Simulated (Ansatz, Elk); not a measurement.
# How far do independent atoms describe CdNi2N2?

Structure refinements treat a crystal as free atoms side by side. For a made-up structure of CdNi2N2 (cell and positions from a PBEsol relaxation) the runs below show what the calculated density changes in F(hkl).

Main program and level: Elk 11.2.3 (patched build); DFT, PBE, all-electron APW+lo, Dirac cores, scalar-relativistic bands, static density, no spin.

The structure was built from a prototype and need not be the compound's stable phase.

## Step 1: Starting point

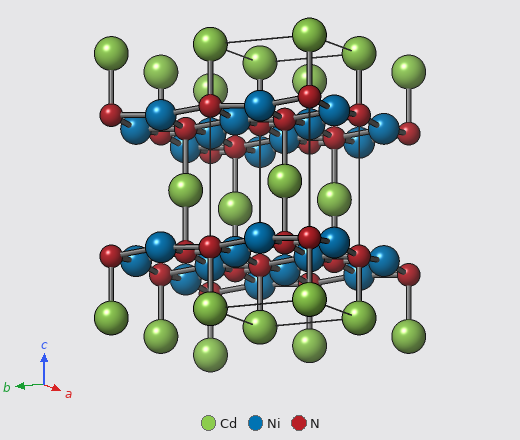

The cell as given, from a free direction (cadmium green, nickel blue, nitrogen red). 2×2×1 cells are drawn. This picture shows the conventional cell, with its axes. Some periodic images of atoms are drawn too.

## Step 2: Ground state and structure factors

An all-electron density is needed, since X-rays see the cores too. Task 0 finds the density and task 195 Fourier-transforms it; tshift is off so that phases refer to the origin typed.

The input, elk.in:

```
tasks
  0
  195

xctype
  20

spinpol
  .false.

rgkmax
  7.0

gmaxvr
  14.0

lmaxo
  7

lmaxapw
  8

swidth
  0.002

tshift
  .false.

ramdisk
  .false.

hmaxvr
  5.5

maxscl
  120

epspot
  1e-06

sppath
  './'

avec
  -3.57163205342 3.57163205342 8.67510147166
  3.57163205342 -3.57163205342 8.67510147166
  3.57163205342 3.57163205342 -8.67510147166

atoms
  3
  'Cd.in'
  1
  -0.0000000000 -0.0000000000 0.0000000000   0.000000 0.000000 0.000000
  'Ni.in'
  2
  0.2500000000 0.7500000000 0.5000000000   0.000000 0.000000 0.000000
  0.7500000000 0.2500000000 0.5000000000   0.000000 0.000000 0.000000
  'N.in'
  2
  0.2328466784 0.2328466784 0.0000000000   0.000000 0.000000 0.000000
  0.7671533216 0.7671533216 0.0000000000   0.000000 0.000000 0.000000

ngridk
  8 8 8
```

Started as:

```sh
> OMP_NUM_THREADS=4 elk
```

Numbers of over 12 decimals in the logs are rounded to 6 here.

Log:

```text
┌─────────────────────────┐
│ Elk code version 11.2.3 │
└─────────────────────────┘

All units are atomic (Hartree, Bohr, etc.)

┌─────────────────────────────────────────────────┐
│ Ground-state run starting from atomic densities │
└─────────────────────────────────────────────────┘

Lattice vectors :
  -3.571632053       3.571632053       8.675101472
   3.571632053      -3.571632053       8.675101472
   3.571632053       3.571632053      -8.675101472

Reciprocal lattice vectors :
  0.6728809395E-17  0.8795958281      0.3621390094
  0.8795958281      0.6728809395E-17  0.3621390094
  0.8795958281      0.8795958281      0.4394451045E-17

Unit cell volume      :    442.6576544
Brillouin zone volume :   0.5603658063

Muffin-tin inner radius fraction :   0.1000000000E-01

Nuclei treated as point charges

Species : 1 (Cd)
 parameters loaded from : Cd.in
 name : cadmium
 nuclear charge    :   -48.00000000
 electronic charge :    48.00000000
 atomic mass :    204912.7176
 muffin-tin radius :    2.521240825
 number of radial points in muffin-tin :   1193
 inner part over the whole radius :   0.9927351773E-02
 number on inner part of muffin-tin    :    849
 approximate nuclear radius :   0.8708852602E-04
 number of mesh points to nuclear radius :    427
 atomic positions (lattice), magnetic fields (Cartesian) :
  1 :   0.00000000  0.00000000  0.00000000    0.00000000  0.00000000  0.00000000

Species : 2 (Ni)
 parameters loaded from : Ni.in
 name : nickel
 nuclear charge    :   -28.00000000
 electronic charge :    28.00000000
 atomic mass :    106991.5231
 muffin-tin radius :    2.019434422
 number of radial points in muffin-tin :    993
 inner part over the whole radius :   0.9983883326E-02
 number on inner part of muffin-tin    :    698
 approximate nuclear radius :   0.7325707712E-04
 number of mesh points to nuclear radius :    338
 atomic positions (lattice), magnetic fields (Cartesian) :
  1 :   0.25000000 -0.25000000  0.50000000    0.00000000  0.00000000  0.00000000
  2 :  -0.25000000  0.25000000  0.50000000    0.00000000  0.00000000  0.00000000

Species : 3 (N)
 parameters loaded from : N.in
 name : nitrogen
 nuclear charge    :   -7.000000000
 electronic charge :    7.000000000
 atomic mass :    25532.65216
 muffin-tin radius :    1.468696300
 number of radial points in muffin-tin :    593
 inner part over the whole radius :   0.9825836439E-02
 number on inner part of muffin-tin    :    404
 approximate nuclear radius :   0.4939692610E-04
 number of mesh points to nuclear radius :    172
 atomic positions (lattice), magnetic fields (Cartesian) :
  1 :   0.23284668  0.23284668  0.00000000    0.00000000  0.00000000  0.00000000
  2 :  -0.23284668 -0.23284668  0.00000000    0.00000000  0.00000000  0.00000000

Total number of atoms per unit cell :    5
Total muffin-tin volume :    162.6665992
 ratio of muffin-tin to unit cell volume :   0.3674772085

Spin treatment :
 spin-unpolarised

Number of Bravais lattice symmetries :   16
Number of crystal symmetries         :   16
Crystal has inversion symmetry
Real symmetric eigensolver will be used

k-point grid :      8     8     8
k-point offset :    0.000000000       0.000000000       0.000000000
k-point set is reduced with full crystal symmetry group
Total number of k-points :       59

Muffin-tin radius times maximum |G+k| :    7.000000000
 using average radius
Maximum |G+k| for APW functions       :    3.685179430
Maximum (1/2)|G+k|²                   :    6.790273717
Maximum |G| for potential and density :    14.00000000
Constant for pseudocharge density :    9
 order of it for each species :   16  16  16
 order of it for pair densities of each species (exact exchange by exxq0 0: 17) :   16  11   4
Radial integration step length :    1

G-vector grid sizes :     45    45    45
Number of G-vectors :    20503

Maximum angular momentum used for
 APW functions            :    8
 outer part of muffin-tin :    7
 inner part of muffin-tin :    2

Total nuclear charge    :   -118.0000000
[...]
electron entropic           :    -0.93892424390613E-03
 total energy                :     -8748.7539782501

Density of states at Fermi energy :    68.00661356
 (states/Hartree/unit cell)

Estimated indirect band gap :   0.1247554541E-02
 from k-point 18 to k-point 24
Estimated direct band gap   :   0.1253300968E-01
 at k-point 19

Charges :
 core                        :    58.00000000
 valence                     :    60.00000000
 interstitial                :    6.824506095
 muffin-tins (core leakage)
  species : 1 (Cd)
   atom 1                    :    45.97254442     (  0.3910761349E-03)
  species : 2 (Ni)
[...]
species : 3 (N)
[...]
total in muffin-tins        :    111.1754939
 total calculated charge     :    117.9918483
 total charge                :    118.0000000
 error                       :   0.8151715534E-02

RMS change in Kohn-Sham potential (target) :    1.339317575     (  0.1000000000E-05)
Absolute change in total energy (target)   :   0.1169744810     (  0.1000000000E-03)

[... loops 3 to 16 left out ...]

┌──────────────────┐
│ Loop number : 17 │
└──────────────────┘

Energies :
 Fermi                       :     0.239838
 sum of occupied eigenvalues :     -5164.2664988992
 electron kinetic            :      9066.7081930768
 core electron kinetic       :      8542.9609420603
 Coulomb                     :     -17518.101325794
 Coulomb potential           :     -13846.105919164
 nuclear-nuclear             :     -1058.1679996799
 electron-nuclear            :     -19101.285712787
 Hartree                     :      2641.3523866731
 Madelung                    :     -10595.048366212
 xc potential                :     -384.86877281216
 exchange                    :     -289.95888802748
 correlation                 :     -5.741777
 electron entropic           :    -0.85394425433111E-03
 total energy                :     -8747.0946512436

Density of states at Fermi energy :    63.15788206
 (states/Hartree/unit cell)

Estimated indirect band gap :   0.2299007520E-03
 from k-point 30 to k-point 55
Estimated direct band gap   :   0.8651045935E-02
 at k-point 28

Charges :
 core                        :    58.00000000
 valence                     :    60.00000000
 interstitial                :    7.457791654
 muffin-tins (core leakage)
  species : 1 (Cd)
[...]
species : 2 (Ni)
[...]
species : 3 (N)
[...]
total in muffin-tins        :    110.5422083
 total calculated charge     :    117.9925828
 total charge                :    118.0000000
 error                       :   0.7417248507E-02

RMS change in Kohn-Sham potential (target) :   0.7472639716E-06 (  0.1000000000E-05)
Absolute change in total energy (target)   :   0.8981454994E-04 (  0.1000000000E-03)

Convergence targets achieved

┌──────────────────┐
│ Loop number : 18 │
└──────────────────┘

Energies :
 Fermi                       :     0.239839
 sum of occupied eigenvalues :     -5164.2664648346
 electron kinetic            :      9066.7081939763
 core electron kinetic       :      8542.9609520112
 Coulomb                     :     -17518.101297531
 Coulomb potential           :     -13846.105926459
 nuclear-nuclear             :     -1058.1679996799
 electron-nuclear            :     -19101.285649015
 Hartree                     :      2641.3523511632
 Madelung                    :     -10595.048334301
 xc potential                :     -384.86873235143
 exchange                    :     -289.95888613022
 correlation                 :     -5.741777
 electron entropic           :    -0.85394309932196E-03
 total energy                :     -8747.0946201519

Density of states at Fermi energy :    63.15779404
 (states/Hartree/unit cell)

Estimated indirect band gap :   0.2299063734E-03
 from k-point 30 to k-point 55
Estimated direct band gap   :   0.8651035995E-02
 at k-point 28

Charges :
 core                        :    58.00000000
 valence                     :    60.00000000
 interstitial                :    7.457791722
 muffin-tins (core leakage)
  species : 1 (Cd)
[...]
species : 2 (Ni)
[...]
atom 2                    :    26.49377213     (  0.2084869896E-02)
  species : 3 (N)
   atom 1                    :    5.495479725     (  0.5813467531E-05)
   atom 2                    :    5.495479725     (  0.5813467531E-05)
 total in muffin-tins        :    110.5422083
 total calculated charge     :    117.9925828
 total charge                :    118.0000000
 error                       :   0.7417248743E-02

┌──────────────────────────────┐
│ Self-consistent loop stopped │
└──────────────────────────────┘

Warning : core states of species 1 leak from the muffin-tin :   0.3703230591E-03

Warning : core states of species 2 leak from the muffin-tin :   0.2084869896E-02

Wrote STATE.OUT
```

Wall time 47 s (4 threads of Arm Neoverse V2, shared host); peak memory 0.22 GiB.

SFACRHO.OUT:

```text

h k l indices transformed by vhmat matrix:
   1.000000000       0.000000000       0.000000000    
   0.000000000       1.000000000       0.000000000    
   0.000000000       0.000000000       1.000000000    

      h      k      l  multipl.   |H|            Re(F)            Im(F)           |F|

      0      0      0      1   0.0000000       118.00000      0.78391734E-16   118.00000    
      1      1     -1      2  0.72427802      -19.342071     -0.32827239E-13   19.342071    
      0     -1      1      8  0.95122736       43.482770      -0.0000000       43.482770    
      0      0     -1      4   1.2439363       4.1906726     -0.56625425E-14   4.1906726    
      1      2     -2      8   1.3978522       35.306808     -0.26876102E-14   35.306808    
      0      2     -1      8   1.4394292       72.231030      0.70069837E-14   72.231030    
     -2     -2      2      2   1.4485560       88.685729     -0.57015730E-13   88.685729    
      1     -1      1      4   1.7591917       82.350631     -0.54738602E-14   82.350631    
      0      2     -2      8   1.9024547      -10.952234     -0.21884826E-13   10.952234    
     -2     -2      3      8   1.9093696       2.1700355      0.74869141E-14   2.1700355    
     -1      2     -1     16   1.9998972       33.870812      0.76788862E-15   33.870812    
      2      3     -3      8   2.0130339       36.435706      0.57591647E-14   36.435706    
      3      3     -3      2   2.1728341      -8.1340195     -0.21884826E-13   8.1340195    
     -1     -2      3     16   2.2469415       29.490572      0.15357772E-14   29.490572    
      3      1     -3      8   2.2788308       70.644332      0.35514849E-13   70.644332    
      0      0     -2      4   2.4878727       67.375641      0.82119661E-14   67.375641    
      4      2     -3      8   2.5037143       57.637767      0.44153596E-14   57.637767    
     -3      1      1      8   2.5911560      -7.6180788      0.95986078E-16   7.6180788
```

Elk indexes on the primitive cell of elk.in and gives |H| = 4π sin θ/λ in inverse bohr. Below, one row stands for each form hkl of the conventional cell (m members, Friedel mates merged), F is for one primitive cell and the density is static (no thermal factor). Free-atom factors are Waasmaier and Kirfel's, and R is Σm||F|−|F'||/Σm|F|.

| hkl | m | sin θ/λ (Å⁻¹) | abs F, DFT | neutral atoms | diff. |
| --- | --- | --- | --- | --- | --- |
| 002 | 2 | 0.109 | 19.342 | 18.492 | +0.850 |
| 101 | 8 | 0.143 | 43.483 | 43.521 | -0.038 |
| 110 | 4 | 0.187 | 4.191 | 4.014 | +0.177 |
| 103 | 8 | 0.210 | 35.307 | 35.528 | -0.221 |
| 112 | 8 | 0.216 | 72.231 | 72.683 | -0.452 |
| 004 | 2 | 0.218 | 88.686 | 88.693 | -0.007 |
| 200 | 4 | 0.265 | 82.351 | 82.242 | +0.108 |
| 202 | 8 | 0.286 | 10.952 | 10.927 | +0.025 |
| 114 | 8 | 0.287 | 2.170 | 1.784 | +0.386 |
| 211 | 16 | 0.301 | 33.871 | 33.902 | -0.031 |
| 105 | 8 | 0.303 | 36.436 | 36.382 | +0.054 |
| 006 | 2 | 0.327 | 8.134 | 8.483 | -0.349 |
| 213 | 16 | 0.338 | 29.491 | 29.503 | -0.013 |
| 204 | 8 | 0.343 | 70.644 | 70.809 | -0.165 |
| 220 | 4 | 0.374 | 67.376 | 67.410 | -0.034 |
| 116 | 8 | 0.377 | 57.638 | 57.954 | -0.316 |
| 222 | 8 | 0.390 | 7.618 | 7.633 | -0.015 |
| 301 | 8 | 0.401 | 28.976 | 28.965 | +0.012 |
| 215 | 16 | 0.402 | 30.852 | 30.833 | +0.019 |
| 107 | 8 | 0.404 | 25.168 | 25.072 | +0.095 |
| 310 | 8 | 0.418 | 2.049 | 2.192 | -0.143 |
| 206 | 8 | 0.420 | 5.755 | 5.990 | -0.234 |

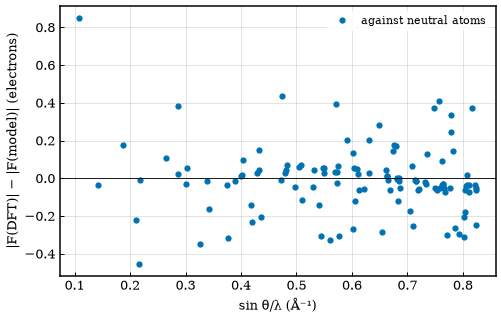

Difference between the calculated structure factors and the independent-atom ones.

## Step 3: The highest occupied states alone

An energy window below the Fermi level keeps the highest occupied states, to see at which angles they scatter; shallow core shells can lie inside it and anion s states outside. No new self-consistency is needed.

Changes to elk.in since step 2:

```diff
@@ -1,3 +1,2 @@
 tasks
-  0
   195
@@ -40,2 +39,5 @@
 
+wsfac
+  -0.201150 0.539840
+
 sppath
```

Started as:

```sh
> OMP_NUM_THREADS=4 elk
```

Log:

```text
┌─────────────────────────────────┐
│ Elk code version 11.2.3 started │
└─────────────────────────────────┘

Info(readinput): the functional depends on the density's gradient
 muffin-tin radial points multiplied by    2.00000
 (not where nrmtscf is given)

┌────────────────────┐
│ Current task : 195 │
└────────────────────┘
Info(checkmt): changed muffin-tin radius of species 1 (Cd) from   2.6000 to   2.5212
Info(checkmt): changed muffin-tin radius of species 2 (Ni) from   2.4000 to   2.0194
Info(checkmt): changed muffin-tin radius of species 3 (N) from   1.8000 to   1.4687

Info(sfacrho): density structure factors written to SFACRHO.OUT

 Energy window :  -0.2011500000      0.5398400000

┌──────────────────┐
│ Elk code stopped │
└──────────────────┘
```

Elapsed: 7.2 s, on 4 threads; peak memory 0.17 GiB.

States within 12 eV below the Fermi level hold 38.00 electrons; any levels below the window count with the cores. Their amplitudes can exceed the total, where window and core parts have opposite phase:

| hkl | sin θ/λ (Å⁻¹) | abs F, window | abs F, all |
| --- | --- | --- | --- |
| 002 | 0.109 | 12.593 | 19.342 |
| 101 | 0.143 | 8.133 | 43.483 |
| 110 | 0.187 | 2.132 | 4.191 |
| 103 | 0.210 | 4.392 | 35.307 |
| 112 | 0.216 | 12.579 | 72.231 |
| 004 | 0.218 | 18.735 | 88.686 |
| 200 | 0.265 | 15.233 | 82.351 |
| 202 | 0.286 | 7.120 | 10.952 |
| 114 | 0.287 | 2.877 | 2.170 |
| 211 | 0.301 | 2.986 | 33.871 |

## Step 4: Another functional

The difference from free atoms is small, so it is set against the change that PBEsol makes.

Changes to elk.in since step 3:

```diff
@@ -1,2 +1,3 @@
 tasks
+  0
   195
@@ -4,3 +5,3 @@
 xctype
-  20
+  22
 
@@ -39,5 +40,2 @@
 
-wsfac
-  -0.201150 0.539840
-
 sppath
```

Started as:

```sh
> OMP_NUM_THREADS=4 elk
```

Log:

```text
┌─────────────────────────┐
│ Elk code version 11.2.3 │
└─────────────────────────┘

All units are atomic (Hartree, Bohr, etc.)

┌─────────────────────────────────────────────────┐
│ Ground-state run starting from atomic densities │
└─────────────────────────────────────────────────┘

Lattice vectors :
  -3.571632053       3.571632053       8.675101472
   3.571632053      -3.571632053       8.675101472
   3.571632053       3.571632053      -8.675101472

Reciprocal lattice vectors :
  0.6728809395E-17  0.8795958281      0.3621390094
[...]
species : 3 (N)
   atom 1                    :    5.472339922     (  0.6006193592E-05)
   atom 2                    :    5.472339922     (  0.6006193592E-05)
 total in muffin-tins        :    110.5007564
 total calculated charge     :    117.9925464
 total charge                :    118.0000000
 error                       :   0.7453629031E-02

┌──────────────────────────────┐
│ Self-consistent loop stopped │
└──────────────────────────────┘

Warning : core states of species 1 leak from the muffin-tin :   0.3740915500E-03

Warning : core states of species 2 leak from the muffin-tin :   0.2124286939E-02

Wrote STATE.OUT
[key lines of the parts left out:]
total energy                :     -8741.5624695288
```

Elapsed: 48 s, on 4 threads; peak memory 0.21 GiB.

Against the first run R = 0.02 %; the largest change is -0.076 at 200.

## Step 5: Basis size

A smaller basis shows how fast F responds to it; the change is likely larger than the basis error of the first run, but doesn't show convergence.

Changes to elk.in since step 4:

```diff
@@ -5,3 +5,3 @@
 xctype
-  22
+  20
 
@@ -11,3 +11,3 @@
 rgkmax
-  7.0
+  5.5
```

Started as:

```sh
> OMP_NUM_THREADS=4 elk
```

Log:

```text
┌─────────────────────────┐
│ Elk code version 11.2.3 │
└─────────────────────────┘

All units are atomic (Hartree, Bohr, etc.)

┌─────────────────────────────────────────────────┐
│ Ground-state run starting from atomic densities │
└─────────────────────────────────────────────────┘

Lattice vectors :
  -3.571632053       3.571632053       8.675101472
   3.571632053      -3.571632053       8.675101472
   3.571632053       3.571632053      -8.675101472

Reciprocal lattice vectors :
  0.6728809395E-17  0.8795958281      0.3621390094
[...]
species : 3 (N)
   atom 1                    :    5.426744627     (  0.5770539547E-05)
   atom 2                    :    5.426744627     (  0.5770539547E-05)
 total in muffin-tins        :    110.2898204
 total calculated charge     :    117.9932931
 total charge                :    118.0000000
 error                       :   0.6706901784E-02

┌──────────────────────────────┐
│ Self-consistent loop stopped │
└──────────────────────────────┘

Warning : core states of species 1 leak from the muffin-tin :   0.3699711314E-03

Warning : core states of species 2 leak from the muffin-tin :   0.2078374280E-02

Wrote STATE.OUT
[key lines of the parts left out:]
total energy                :     -8746.8642945481
```

Wall time 37 s (4 threads); peak memory 0.19 GiB.

Against the first run R = 0.08 %; the largest change is -0.117 at 200.

## Step 6: Settings against the effect

| run | R against the first run (%) | R against neutral atoms, low angle (%) | wall time |
| --- | --- | --- | --- |
| PBE, rgkmax 7 | 0.00 | 0.63 | 47 s |
| PBEsol | 0.02 | 0.60 | 48 s |
| rgkmax 5.5 | 0.08 | 0.61 | 37 s |

## Step 7: Outcome

| Property | Result |
| --- | --- |
| R against neutral atoms, sin θ/λ < 0.3 Å⁻¹ | 0.63 % |
| R against neutral atoms, 0.3 to 0.82 Å⁻¹ | 0.43 % |

In words: Independent neutral atoms miss the calculated amplitudes by R = 0.63 % below 0.3 Å⁻¹ and 0.43 % from there to 0.82 Å⁻¹; by shells, 0.52 % below 0.15 Å⁻¹ (2 forms), 0.66 % 0.15 to 0.3 (7 forms), 0.25 % 0.3 to 0.45 (17 forms), 0.47 % above 0.45 (93 forms). Bonding, aspherical density and the tables' own atoms all enter these figures, and the runs don't part them. The largest change of an amplitude is +0.85 electrons, at 002. Weak lines can change much in proportion: 118 goes from 1.10 to 1.54. The window's part falls from 38.0 electrons at the origin to at most 3.31 between 0.45 and 0.82 Å⁻¹, where compact states inside the window still scatter. Below 0.3 Å⁻¹ the changes that finished (PBEsol and rgkmax 5.5) move F by R = 0.12 % at most, against the 0.63 % that separates it from free atoms. The k-mesh has no finished test. These runs have no spin, though d or f shells may be open. Part of the difference isn't bonding: the tables are fits to free atoms and ions calculated by other methods than this functional. Thermal motion, anomalous dispersion and extinction are left out.

[Logs are printed without paths, hosts, clocks, repeated set-up lines and the standing remarks that a program may print on its own settings, such as how far it seeks lower states.]

[Hosts, paths, dates, database ids (printed as entryN), source tags and the programs' standing remarks are cut or masked in the printed files.]
